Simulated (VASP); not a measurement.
Band structure of SnTe (rock salt). Level of theory: PBE GGA with spin-orbit coupling, VASP's PBE PAW potentials (set 64) (plane waves; VASP).

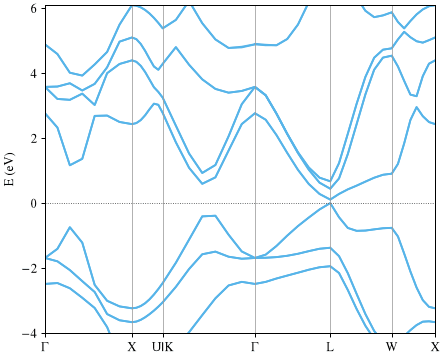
*Bands along high-symmetry lines, zero at the valence-band maximum or, without a gap, the Fermi level*

Q: Read the plot: is there a gap, and where are the band edges?

A: The gap is direct, 0.11 eV, from the valence maximum at L to the conduction minimum at L.

The compound is SnTe in the rock salt structure, which distorts at low temperature. It was relaxed first.
